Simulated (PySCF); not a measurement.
# RuCl₂: quintet, from a bent start

Where does quintet RuCl₂ go from a bent start, is the end point a minimum, and what are its modes, charges and moments?

Program: PySCF 2.14.0. Level of theory: PBE0, basis Ru def2-TZVP with ECP28, Cl def2-TZVP, scalar-relativistic core potentials, no spin–orbit coupling, density fitting. These are calculated values, not measurements.

### Step 1. The starting structure

3 atoms, charge 0, spin multiplicity 5.

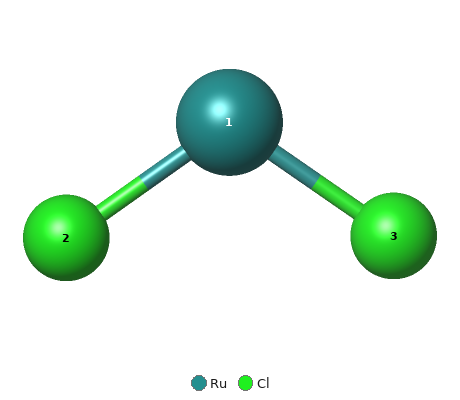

As it starts; ruthenium teal, chlorine green; atoms are numbered from 1 in the order of the file.

Z-matrix (Å, degrees; charge 0 multiplicity 5):
```
Ru
Cl 1 2.2400
Cl 1 2.2400 2 110.00
```

### Step 2. Finding the electronic state

The steps below are one call of a driver around PySCF. For each, scf.py gives the equivalent set-up of the SCF; relaxations use the driver's own optimiser. After this first run the driver tries any further starts and a stability analysis.

Contents of scf.py:

```python
from pyscf import gto, scf, dft
mol = gto.M(atom='''
Ru     0.000000     0.000000     0.000000
Cl     1.834900     0.000000     1.284800
Cl    -1.834900     0.000000     1.284800''',
    basis={'Ru': 'def2-TZVP', 'Cl': 'def2-TZVP'},
    ecp={'Ru': 'def2-TZVP'},
    charge=0, spin=4)
mf = dft.UKS(mol, xc='PBE0')
mf.grids.atom_grid = (50, 194)
aux = {'Ru': 'def2-universal-JKFIT', 'Cl': 'def2-universal-JKFIT'}
mf = mf.density_fit(auxbasis=aux)
mf.conv_tol = 1e-08
mf.diis_space = 10
mf.max_cycle = 60
mf.init_guess = 'minao'
mf.verbose = 4
mf.kernel()
```

Launch:

```
$ OMP_NUM_THREADS=4 python axn.py task.json out
```

The log of the run:

```text
init E= -1007.20881849696
[... the frontier-level lines of each cycle are left out ...]
cycle= 1 E= -1013.82549580798  delta_E= -6.62  |g|= 1.63  |ddm|= 2.93
cycle= 2 E= -1004.03224489179  delta_E= 9.79  |g|= 3.23  |ddm|= 10.6
cycle= 3 E= -1014.0994125675  delta_E= -10.1  |g|= 1.32  |ddm|= 10.5
cycle= 4 E= -1014.95525449654  delta_E= -0.856  |g|= 0.415  |ddm|= 0.895
cycle= 5 E= -1015.03102774782  delta_E= -0.0758  |g|= 0.187  |ddm|= 0.525
cycle= 6 E= -1015.0437649535  delta_E= -0.0127  |g|= 0.0907  |ddm|= 0.15
cycle= 7 E= -1015.04712066983  delta_E= -0.00336  |g|= 0.0427  |ddm|= 0.059
cycle= 8 E= -1015.04818226865  delta_E= -0.00106  |g|= 0.0148  |ddm|= 0.0497
cycle= 9 E= -1015.04829419332  delta_E= -0.000112  |g|= 0.00284  |ddm|= 0.0133
cycle= 10 E= -1015.04830012884  delta_E= -5.94e-06  |g|= 0.000848  |ddm|= 0.00361
cycle= 11 E= -1015.04830144833  delta_E= -1.32e-06  |g|= 0.000405  |ddm|= 0.00177
cycle= 12 E= -1015.04830252994  delta_E= -1.08e-06  |g|= 0.000302  |ddm|= 0.002
cycle= 13 E= -1015.04830362085  delta_E= -1.09e-06  |g|= 0.000211  |ddm|= 0.00274
cycle= 14 E= -1015.04830444112  delta_E= -8.2e-07  |g|= 0.000111  |ddm|= 0.00372
cycle= 15 E= -1015.04830459147  delta_E= -1.5e-07  |g|= 1.31e-05  |ddm|= 0.00222
cycle= 16 E= -1015.04830459227  delta_E= -8e-10  |g|= 3.4e-06  |ddm|= 0.000135
Extra cycle  E= -1015.04830459228  delta_E= -1.23e-11  |g|= 5.21e-06  |ddm|= 1.16e-05
converged SCF energy = -1015.04830459228  <S^2> = 6.0113239  2S+1 = 5.0045275
```

This step, with its further starts and checks, ran for 14 s (4 threads of Arm Neoverse V2, shared host).

Energies from each starting density:

```csv
start,energy (Eh)
the minimal-basis guess,-1015.048305
a thermally smeared density,-1015.048305
a smeared PBE density,-1015.048305
```

The test of internal stability and the other starts found no lower solution of this spin.

### Step 3. Relaxing the quintet from the bent start

The program finds C2v symmetry in the start, which this walk keeps. Threshold on the gradient: 0.0003 Eh/bohr, with a further test on the energy change.

scf.py, as its differences from that of step 2:

```diff
@@ -3,3 +3,3 @@
-Ru     0.000000     0.000000     0.000000
-Cl     1.834900     0.000000     1.284800
-Cl    -1.834900     0.000000     1.284800''',
+Ru     0.000000     0.000000    -0.522899
+Cl     1.834900     0.000000     0.761901
+Cl    -1.834900     0.000000     0.761901''',
@@ -16 +15,0 @@
-mf.init_guess = 'minao'
```

Energy and gradient, step by step:

| step | energy (Eh) | change (kJ/mol) | largest symmetric gradient (Eh/bohr) |
| --- | --- | --- | --- |
| 0 | -1015.048305 | 0.00 | 0.01601 |
| 1 | -1015.053637 | -14.00 | 0.01461 |
| 2 | -1015.064767 | -43.22 | 0.01829 |
| 3 | -1015.068204 | -52.25 | 0.01727 |
| 4 | -1015.071098 | -59.84 | 0.00935 |
| 5 | -1015.073425 | -65.95 | 0.00333 |
| 6 | -1015.073855 | -67.08 | 0.00412 |
| 7 | -1015.073998 | -67.46 | 0.00141 |
| 8 | -1015.074016 | -67.50 | 0.00015 |
| 9 | -1015.074016 | -67.51 | 0.00001 |

The walk took 21 s.

Geometry (Å) and forces (eV/Å) at some steps:

```
step 0
Ru   0.000   0.000  -0.523   0.000   0.000   0.823
Cl   1.835   0.000   0.762   0.310   0.000  -0.412
Cl  -1.835   0.000   0.762  -0.310   0.000  -0.412
step 1
Ru   0.000   0.000  -0.438   0.000   0.000   0.751
Cl   1.914   0.000   0.719   0.253   0.000  -0.376
Cl  -1.914   0.000   0.719  -0.253   0.000  -0.376
step 5
Ru   0.000   0.000   0.190   0.000   0.000   0.171
Cl   2.226   0.000   0.406  -0.100   0.000  -0.086
Cl  -2.226   0.000   0.406   0.100   0.000  -0.086
step 9
Ru   0.000   0.000   0.333   0.000   0.000   0.000
Cl   2.231   0.000   0.334  -0.001   0.000   0.000
Cl  -2.231   0.000   0.334   0.001   0.000   0.000
```

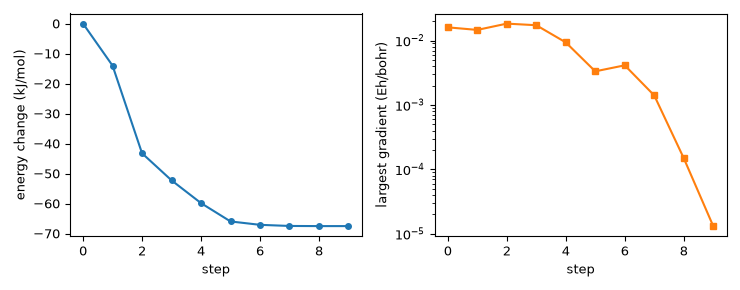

How energy and gradient fall.

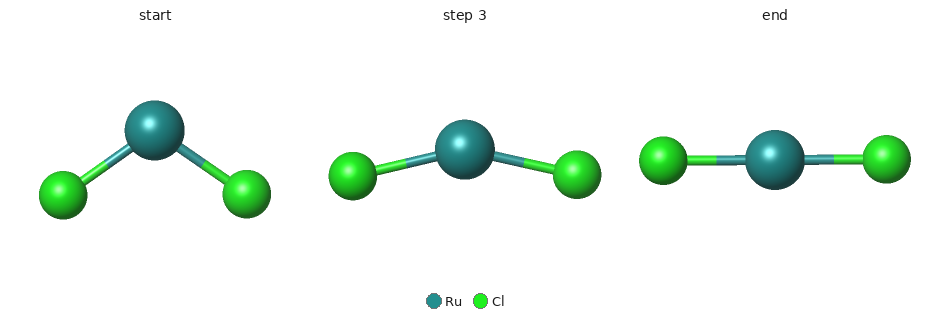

The geometry along the walk, at one scale.

End point (D∞h, 9 steps, 67.5 kJ/mol gained): Ru–Cl 2.230 Å (×2); Cl–Ru–Cl 180.0°.

### Step 4. Is it a minimum? Harmonic modes

The point is checked on the finer grid, and tightened if its gradient asks for it. The Hessian and the dipole derivatives come from central differences of analytic gradients, with steps of 0.02 bohr.

scf.py, as its differences from that of step 3:

```diff
@@ -3,3 +3,3 @@
-Ru     0.000000     0.000000    -0.522899
-Cl     1.834900     0.000000     0.761901
-Cl    -1.834900     0.000000     0.761901''',
+Ru    -0.000000     0.000000     0.000000
+Cl     2.230299     0.000000     0.000000
+Cl    -2.230299     0.000000     0.000000''',
@@ -10 +10 @@
-mf.grids.atom_grid = (50, 194)
+mf.grids.atom_grid = (75, 302)
@@ -13 +13 @@
-mf.conv_tol = 1e-08
+mf.conv_tol = 1e-10
```

This SCF starts from the last density.

Log of the central SCF (cycles and frontier levels):

```text
init E= -1015.074015252
[... the frontier-level lines of each cycle are left out ...]
cycle= 1 E= -1015.074015252  delta_E= 2.05e-12  |g|= 5.27e-07  |ddm|= 6.7e-07
Extra cycle  E= -1015.074015252  delta_E= -2.27e-12  |g|= 1.07e-06  |ddm|= 1.21e-06
converged SCF energy = -1015.074015252  <S^2> = 6.009064  2S+1 = 5.0036243
```

The whole step took 23 s.

Geometry: D∞h; Ru–Cl 2.230 Å (×2); Cl–Ru–Cl 180.0°.

Harmonic modes (main isotopes):

```csv
symmetry,ω (cm⁻¹),IR (km/mol),type
πu,66,14.9,bend
σg+,359,0.0,stretch
σu+,427,160,stretch
```

Every mode is real; the point is a minimum.

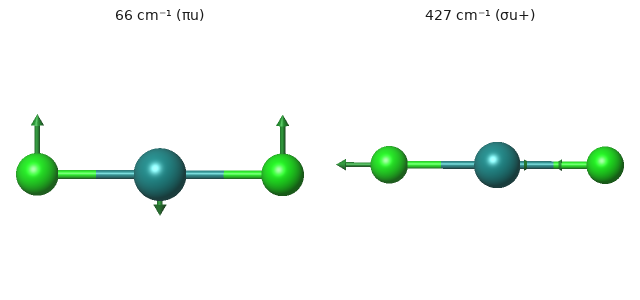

Displacements of 2 of the modes, as arrows (one member where a mode is degenerate).

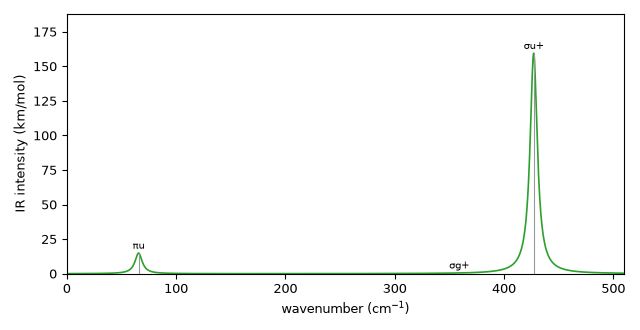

The harmonic infrared spectrum (widths in cm⁻¹). Lines are broadened to a width of 8 cm⁻¹ (Lorentzian).

Properties at this point:

| Quantity | Value |
| --- | --- |
| Dipole moment | 0.00 D |
| Highest occupied level | -7.89 eV |
| Lowest empty level | -4.17 eV |
| Rotational constants | 0.04846 cm⁻¹ |
| Zero-point energy | 5.5 kJ/mol |
| Principal polarisabilities | 38.8, 38.8, 99.6 bohr³ |
| Atomisation energy without zero-point energy | 748 kJ/mol |
| Principal traceless quadrupole moments about the centre of mass | -10.44, 5.22, 5.22 D Å |
| Entropy at 298.15 K and 1 bar (electronic part: spin only) | 302.6 J/(mol K) |
| Heat capacity Cp at 298.15 K | 58.0 J/(mol K) |
| Enthalpy at 298.15 K above 0 K | 14.56 kJ/mol |
| Rotational symmetry number | 2 |
| Spin squared ⟨S²⟩ | 6.009 |

Populations by atom (charges in e):

```json
{"atom": "Ru1", "Mulliken": "0.78", "Löwdin": "0.07", "polar tensor": "1.24", "spin (Mulliken)": "3.57", "Mayer order to Ru1": "–"}
{"atom": "Cl2,3", "Mulliken": "-0.39", "Löwdin": "-0.03", "polar tensor": "-0.62", "spin (Mulliken)": "0.21", "Mayer order to Ru1": "1.04"}
```

Mulliken populations on Ru1 (outside its core potential): s 2.50, p 6.23, d 6.48, f 0.01.

### Step 5. Results

| quantity | value |
| --- | --- |
| minimum | quintet, D∞h |
| geometry | Ru–Cl 2.230 Å (×2); Cl–Ru–Cl 180.0° |
| wavenumbers (cm⁻¹) | 66 (πu), 359 (σg+), 427 (σu+) |
| dipole moment | 0.00 D |
| highest occupied, lowest empty level (either spin) | -7.89, -4.17 eV |
| polar-tensor charge of Ru1 | +1.24 e |
| zero-point energy | 5.5 kJ/mol |
| entropy at 298.15 K | 302.6 J/(mol K) |
| atomisation energy (no zero-point energy) | 748 kJ/mol |
| ⟨S²⟩ | 6.009 |

What this shows: From C2v at the start the molecule goes to a D∞h minimum. In the infrared the band at 427 cm⁻¹ (σu+, stretch) leads. Ru1 has a polar-tensor charge of +1.2 e (a dipole derivative, not a static charge), yet symmetry cancels the bond dipoles. Most of the spin sits on Ru1 (Mulliken spin 3.57, against 4 for the whole molecule). Other starts or spin states, not run here, may lie lower. One determinant may miss the lowest occupation of an open d or f shell.

The search up to here took 59 s.
